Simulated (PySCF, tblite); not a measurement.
# C₄H₉ClO₂Si: geometry, infrared bands and NMR shifts

Aim: predict the infrared bands and NMR shifts of C₄H₉ClO₂Si (`COCC(=O)[SiH2]CCl`).

Computed with tblite 0.8.0 and PySCF 2.14.0, with density-fitted response routines of our own, on a single molecule in the gas phase. Atoms count from 0, in the outputs and in this text.

### 1 Starting geometry

17 atoms, charge 0, multiplicity 1; geometry from: force field or distance geometry start.

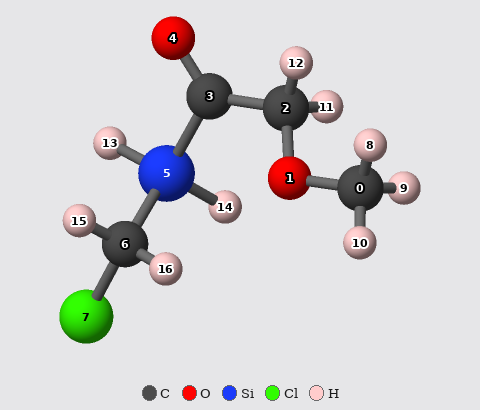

The starting geometry (carbon dark grey, oxygen red, silicon blue, chlorine green, hydrogen pink), atoms numbered.

### 2 Relaxing the molecule with GFN2-xTB

The job: settings as JSON, then the geometry in Å.

```
{"job": {"kind": "relax", "xc": "GFN2-xTB", "basis": "xTB"}, "charge": 0, "multiplicity": 1}
C      2.156500    -1.164200    -0.985700
O      1.032600    -0.661000    -0.255300
C      1.305900     0.626300     0.281600
C      0.137100     1.117400     1.111400
O      0.252400     1.614400     2.238300
Si    -1.605600     1.004000     0.391100
C     -2.263500    -0.703200     0.581700
Cl    -3.887500    -0.796300    -0.122300
H      3.031300    -1.258800    -0.338000
H      2.364800    -0.504000    -1.825900
H      1.886500    -2.153000    -1.371800
H      1.461700     1.343000    -0.532100
H      2.181600     0.596300     0.927300
H     -2.509000     1.991500     1.039200
H     -1.558500     1.398300    -1.046400
H     -2.350500    -0.993300     1.649200
H     -1.642800    -1.445400     0.079700
```

On the command line:

```sh
OMP_NUM_THREADS=1 python probes_run.py task.json out
```

This one command runs all jobs of the session in turn.

Output:

```text
step      E/eV     max force
  0    -748.57379    2.093
  1    -748.65834    2.373
  2    -748.70451    0.518
  3    -748.71757    0.412
  4    -748.73653    0.275
  5    -748.74119    0.179
  6    -748.74598    0.131
  7    -748.74795    0.125
  8    -748.75040    0.166
  9    -748.75307    0.169
 10    -748.75645    0.140
 11    -748.75991    0.185
 12    -748.76353    0.179
 13    -748.76733    0.205
 14    -748.77094    0.175
 15    -748.77368    0.101
 16    -748.77576    0.123
 17    -748.77788    0.151
 18    -748.78071    0.217
 19    -748.78445    0.212
 20    -748.78866    0.132
 21    -748.79280    0.148
 22    -748.79676    0.147
 23    -748.80089    0.171
 24    -748.80581    0.182
 25    -748.81147    0.207
 26    -748.81688    0.176
 27    -748.82111    0.158
 28    -748.82424    0.132
 29    -748.82684    0.133
 30    -748.82941    0.163
 31    -748.83207    0.157
 32    -748.83451    0.130
 33    -748.83653    0.138
 34    -748.83852    0.120
 35    -748.84083    0.140
 36    -748.84247    0.111
 37    -748.84409    0.086
 38    -748.84568    0.103
 39    -748.84783    0.182
 40    -748.85081    0.228
 41    -748.85457    0.203
 42    -748.85866    0.168
 43    -748.86269    0.157
 44    -748.86674    0.220
 45    -748.87089    0.196
 46    -748.87383    0.129
 47    -748.87561    0.127
 48    -748.87716    0.116
 49    -748.87893    0.153
 50    -748.88052    0.181
 51    -748.88151    0.093
 52    -748.88261    0.087
 53    -748.88331    0.084
 54    -748.88399    0.069
 55    -748.88487    0.080
 56    -748.88567    0.089
 57    -748.88631    0.064
 58    -748.88680    0.046
 59    -748.88713    0.031
 60    -748.88731    0.025
 61    -748.88743    0.027
 62    -748.88755    0.027
 63    -748.88768    0.022
 64    -748.88782    0.030
 65    -748.88797    0.034
 66    -748.88812    0.028
 67    -748.88828    0.025
 68    -748.88841    0.030
 69    -748.88851    0.030
 70    -748.88861    0.026
 71    -748.88876    0.028
 72    -748.88901    0.047
 73    -748.88936    0.055
 74    -748.88972    0.040
 75    -748.89002    0.036
 76    -748.89029    0.037
 77    -748.89058    0.043
 78    -748.89090    0.043
 79    -748.89119    0.050
 80    -748.89143    0.053
 81    -748.89165    0.045
 82    -748.89189    0.042
 83    -748.89209    0.030
 84    -748.89221    0.026
 85    -748.89228    0.023
 86    -748.89235    0.023
 87    -748.89244    0.022
 88    -748.89252    0.018
 89    -748.89258    0.018
 90    -748.89264    0.018
 91    -748.89270    0.021
 92    -748.89277    0.021
 93    -748.89283    0.017
 94    -748.89287    0.016
 95    -748.89290    0.013
 96    -748.89292    0.011
 97    -748.89294    0.009
```

Wall time 0.93 s (1 thread of Arm Neoverse V1, shared host); peak memory 0.18 GiB.

The steps of the relaxation: (not every step is listed)

```csv
step,energy from step 0 (eV),largest force (eV/Å)
0,0.0000,2.0931
1,-0.0845,2.3732
2,-0.1307,0.5183
3,-0.1438,0.4117
4,-0.1627,0.2747
5,-0.1674,0.1790
6,-0.1722,0.1311
7,-0.1742,0.1245
8,-0.1766,0.1663
16,-0.2020,0.1228
24,-0.2320,0.1816
32,-0.2607,0.1303
40,-0.2770,0.2277
48,-0.3034,0.1162
56,-0.3119,0.0890
64,-0.3140,0.0296
72,-0.3152,0.0467
80,-0.3176,0.0529
88,-0.3187,0.0180
92,-0.3190,0.0208
93,-0.3190,0.0171
94,-0.3191,0.0162
95,-0.3191,0.0130
96,-0.3191,0.0110
97,-0.3191,0.0091
```

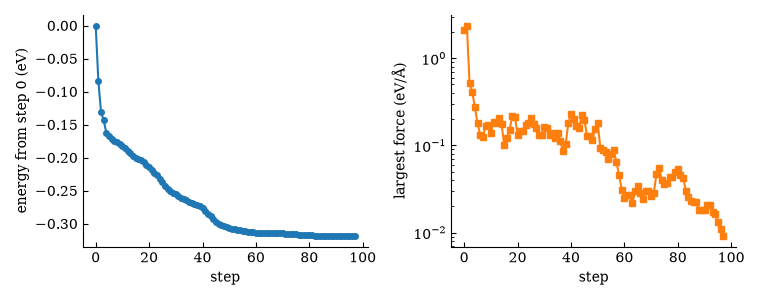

Energy and largest force along the relaxation.

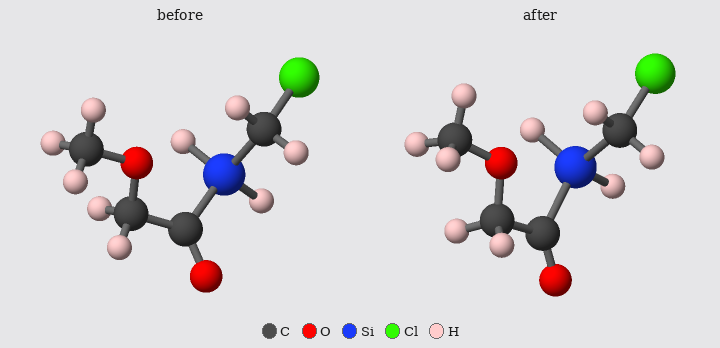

The geometry before (left) and after (right).

Distances of close pairs at the start and the end, largest changes first:

```csv
bond,before (Å),after (Å),change (Å)
Si5–C6,1.839,1.911,+0.072
C3–Si5,1.889,1.926,+0.037
C3–O4,1.237,1.205,-0.032
Si5–H14,1.491,1.460,-0.031
C0–O1,1.432,1.407,-0.025
Si5–H13,1.487,1.465,-0.022
C6–H15,1.110,1.088,-0.021
O1–C2,1.421,1.404,-0.017
```

The end geometry stands in the next job.

### 3 Harmonic vibrations with GFN2-xTB

The job: settings as JSON, then the geometry in Å.

```
{"job": {"kind": "ir", "xc": "GFN2-xTB", "basis": "xTB"}, "charge": 0, "multiplicity": 1}
C      1.763660    -1.007259    -1.120298
O      0.828352    -0.387213    -0.272330
C      1.362782     0.604399     0.566177
C      0.174632     1.367837     1.106513
O      0.264455     2.179257     1.992721
Si    -1.460601     0.931323     0.188044
C     -2.023519    -0.834462     0.655578
Cl    -3.623901    -1.132212    -0.072443
H      2.554030    -1.500188    -0.543171
H      2.222087    -0.283059    -1.803605
H      1.217150    -1.751940    -1.695043
H      2.000969     1.304208     0.005075
H      1.965113     0.171372     1.377744
H     -2.465564     1.872444     0.688535
H     -1.280548     1.053826    -1.255567
H     -2.145508    -0.970062     1.728393
H     -1.360585    -1.606242     0.275742
```

Output:

```text
mode    cm-1     km/mol
  1      37.0      1.42
  2      47.5      6.30
  3      67.5      2.13
  4      78.7      3.85
  5      96.8      6.00
  6     127.6     14.10
  7     176.2      0.86
  8     215.7      7.55
  9     291.6      1.53
 10     390.6     14.18
 11     409.3     30.69
 12     473.4      9.16
 13     497.3     30.46
 14     571.9     21.57
 15     638.2     17.49
 16     673.4     31.14
 17     713.7    193.44
 18     742.6     77.32
 19     759.1     69.57
 20     780.2    156.96
 21     868.5     21.17
 22     998.9     34.22
 23    1062.2     81.70
 24    1089.1      7.93
 25    1124.3     47.70
 26    1127.2      8.72
 27    1159.7     16.52
 28    1177.1     10.94
 29    1184.0      1.24
 30    1279.2      0.78
 31    1404.3      0.31
 32    1418.0      5.19
 33    1436.1     16.54
 34    1466.1      6.35
 35    1484.1      4.51
 36    1762.6    247.69
 37    2265.8    271.17
 38    2296.5    172.23
 39    2853.2     22.27
 40    2883.8     32.74
 41    2916.0     39.03
 42    2935.8     50.98
 43    2989.6      3.48
 44    3017.2      2.62
 45    3034.7     11.10
```

It took 0.73 s on 1 thread of Arm Neoverse V1, shared host; peak memory 0.18 GiB.

Which atoms move in the most intense modes:

```csv
cm⁻¹,km/mol,atoms
714,193.4,"H13 46 %, H14 29 %, Si5 11 %"
743,77.3,"H16 29 %, H15 29 %, C6 25 %"
759,69.6,"C6 57 %, Si5 19 %"
780,157.0,"H14 50 %, H13 44 %"
1062,81.7,"C3 60 %, C2 23 %"
1763,247.7,"C3 60 %, O4 39 %"
2266,271.2,H13 95 %
2296,172.2,H14 95 %
```

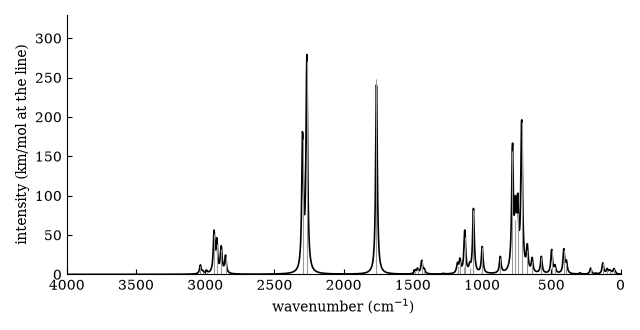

The infrared spectrum from these modes, unscaled. Lines are broadened to a width of 14 cm⁻¹ (Lorentzian).

### 4 NMR shieldings: PBE0/pcSseg-1

Settings changed since step 3:

```diff
@@ -1,2 +1,2 @@
-{"job": {"kind": "ir", "xc": "GFN2-xTB", "basis": "xTB"}, "charge": 0, "multiplicity": 1}
+{"job": {"kind": "nmr", "xc": "PBE0", "basis": "pcSseg-1"}, "charge": 0, "multiplicity": 1}
 C      1.763660    -1.007259    -1.120298
```

Method: GIAO PBE0/pcSseg-1 NMR shielding, non-relativistic, gas phase.

Output:

```text
coarse grid: 15344 points
cycle   1  E = -1057.0497645692  dE =  9.095e-01  |g| = 8.554e-01  |ddm| = 3.642e+00
cycle   2  E = -1056.6289698755  dE =  4.208e-01  |g| = 1.704e+00  |ddm| = 2.206e+00
cycle   3  E = -1057.1857586736  dE = -5.568e-01  |g| = 1.952e-01  |ddm| = 1.675e+00
cycle   4  E = -1057.1918015456  dE = -6.043e-03  |g| = 1.010e-01  |ddm| = 2.317e-01
cycle   5  E = -1057.1935226830  dE = -1.721e-03  |g| = 1.935e-02  |ddm| = 8.267e-02
cycle   6  E = -1057.1935939935  dE = -7.131e-05  |g| = 4.636e-03  |ddm| = 1.799e-02
cycle   7  E = -1057.1935979302  dE = -3.937e-06  |g| = 1.307e-03  |ddm| = 4.977e-03
final grid: 139272 points
cycle   8  E = -1057.2613827912  dE = -1.159e-05  |g| = 1.563e-02  |ddm| = 2.217e-02
cycle   9  E = -1057.2612781638  dE =  1.046e-04  |g| = 2.839e-02  |ddm| = 2.778e-02
cycle  10  E = -1057.2614256393  dE = -1.475e-04  |g| = 3.602e-03  |ddm| = 2.000e-02
cycle  11  E = -1057.2614279902  dE = -2.351e-06  |g| = 5.728e-04  |ddm| = 2.530e-03
cycle  12  E = -1057.2614280420  dE = -5.174e-08  |g| = 1.547e-04  |ddm| = 5.538e-04
cycle  13  E = -1057.2614280470  dE = -5.047e-09  |g| = 2.975e-05  |ddm| = 1.688e-04
cycle  14  E = -1057.2614280472  dE = -1.792e-10  |g| = 1.110e-05  |ddm| = 3.814e-05
converged SCF energy = -1057.2614280472

GIAO shielding tensors (ppm)
atom      isotropic    diamagn.    paramagn.     s11        s22        s33       span
  0 C      126.300     242.541    -116.241     94.940    101.472    182.488     87.548
  1 O      318.266     402.699     -84.433    277.370    314.730    362.698     85.327
  2 C      100.643     249.205    -148.562     79.961     91.152    130.815     50.853
  3 C      -61.833     255.007    -316.840   -162.259    -97.546     74.305    236.563
  4 O     -512.094     395.851    -907.945  -1419.603   -485.275    368.595   1788.198
  5 Si     404.334     879.628    -475.293    364.745    405.461    442.797     78.052
  6 C      155.451     251.526     -96.075    133.066    142.747    190.541     57.475
  7 Cl     926.196    1144.296    -218.100    821.035    857.559   1099.994    278.960
  8 H       28.104      28.227      -0.123     24.547     25.326     34.440      9.892
  9 H       28.189      28.733      -0.543     24.465     25.928     34.175      9.710
 10 H       27.573      29.339      -1.767     23.413     26.045     33.260      9.847
 11 H       28.125      30.120      -1.995     25.273     26.197     32.904      7.631
 12 H       27.803      30.166      -2.364     24.644     26.150     32.614      7.970
 13 H       27.914      29.044      -1.130     24.332     26.490     32.918      8.586
 14 H       27.130      29.475      -2.345     24.126     27.157     30.106      5.981
 15 H       28.634      29.620      -0.986     22.645     28.440     34.817     12.172
 16 H       28.228      31.993      -3.765     22.049     26.708     35.926     13.877
```

It took 44 s on 1 thread of Arm Neoverse V1, shared host; peak memory 0.9 GiB.

Shifts follow as δ = σ(reference) − σ, with reference shieldings (ppm) from runs at the same level and on the same kind of geometry: 1H TMS 31.72, 13C TMS 186.9, 29Si TMS 349.2, 17O H2O 336.1, 35Cl HCl 950. The references are single molecules in the gas phase, so shifts against H2O, NH3, PH3, H3PO4 or CFCl3 are not on the usual liquid scales and can be off by tens of ppm. Atoms listed in one row are averaged.

```csv
atoms,environment,σ (ppm),δ (ppm),δ scaled to CDCl3
C3,carbonyl carbon,-61.8,248.8,240.9
C2,"sp3 CH2 bonded to O, α to a carbonyl",100.6,86.3,82.3
C0,methyl carbon bonded to O,126.3,60.6,57.3
C6,sp3 CH2 bonded to Cl and Si,155.5,31.5,28.8
"H13, H14",hydrogen on a silicon bonded to 2 C,27.52,4.20,–
"H8, H9, H10",hydrogen on a methyl carbon bonded to O,27.96,3.76,3.65
"H11, H12","hydrogen on an sp3 CH2 bonded to O, α to a carbonyl",27.96,3.75,3.64
"H15, H16",hydrogen on an sp3 CH2 bonded to Cl and Si,28.43,3.29,3.20
O4,carbonyl oxygen,-512.1,848.2,–
O1,ether oxygen,318.3,17.8,–
Si5,"silicon bonded to 2 C, 2 H",404.3,-55.2,–
Cl7,chlorine bonded to C,926,24,–
```

The scaled column applies a straight-line fit of computed shieldings to shifts measured in CDCl3, with any fitted terms for Cl, Br or S neighbours (root-mean-square error 0.16 ppm for H, 1.9 ppm for C).

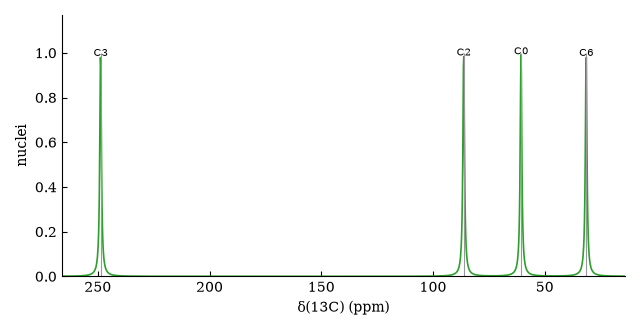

13C lines at the computed shifts, without couplings. Lines are broadened to a width of 0.87 ppm (Lorentzian).

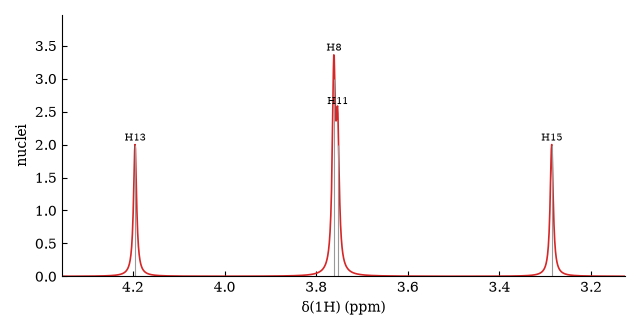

1H lines at the computed shifts, without couplings. Lines are broadened to a width of 0.01 ppm (Lorentzian).

Charges from the same density, by scheme (e):

```csv
atoms,Mulliken,IAO,Hirshfeld,ESP fit
C0,-0.02,-0.20,-0.03,-0.35
O1,-0.57,-0.39,-0.10,-0.12
C2,0.10,-0.11,-0.01,-0.31
C3,-0.06,0.14,0.08,0.49
O4,-0.33,-0.37,-0.22,-0.46
Si5,0.71,0.71,0.30,0.33
C6,-0.51,-0.52,-0.13,-0.36
Cl7,-0.17,-0.10,-0.08,-0.14
```

IAO charges:

C0 -0.20; O1 -0.39; C2 -0.11; C3 0.14; O4 -0.37; Si5 0.71; C6 -0.52; Cl7 -0.10; H8 0.13; H9 0.13; H10 0.16; H11 0.15; H12 0.15; H13 -0.11; H14 -0.11; H15 0.17; H16 0.18

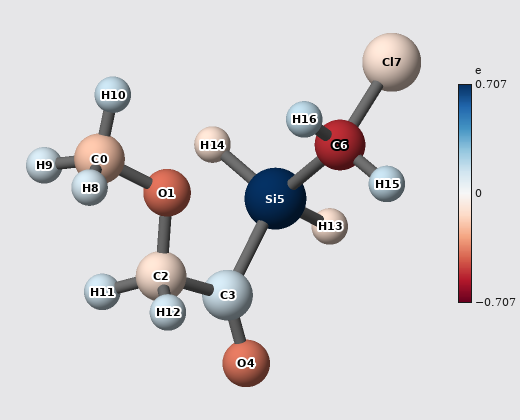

IAO charges, as colours on the atoms.

Mayer bond orders: C0–O1 0.91, O1–C2 0.90, C2–C3 0.92, C3–O4 1.97, C3–Si5 0.80, Si5–C6 0.85, C6–Cl7 0.95.

### 5 Outcome

| quantity | value |
| --- | --- |
| strongest single infrared mode (GFN2-xTB) | 2266 cm⁻¹, 271 km/mol |
| zero-point energy (GFN2-xTB) | 75.8 kcal/mol |
| 13C shifts against TMS (PBE0/pcSseg-1) | 248.8, 86.3, 60.6, 31.5 ppm |
| 1H shifts against TMS (PBE0/pcSseg-1, means over atoms taken as alike) | 4.20, 3.76, 3.75, 3.29 ppm |
| 17O shifts against H2O (PBE0/pcSseg-1) | 848.2, 17.8 ppm |
| 29Si shifts against TMS (PBE0/pcSseg-1) | -55.2 ppm |
| 35Cl shifts against HCl (PBE0/pcSseg-1) | 24 ppm |

The optimisation took 97 steps and gained 0.319 eV; among the close pairs (by a distance rule), Si5–C6 changed most, from 1.839 to 1.911 Å. No mode is imaginary among the 45: a minimum at this level. The strongest single mode, at 2266 cm⁻¹, moves mainly H13. GFN2-xTB is a fitted tight-binding method: band positions and strengths are rough. Its intensities can rank the bands wrongly. At PBE0/pcSseg-1: The widest tensor belongs to O4: span 1788 ppm, with a paramagnetic part of -908 ppm.
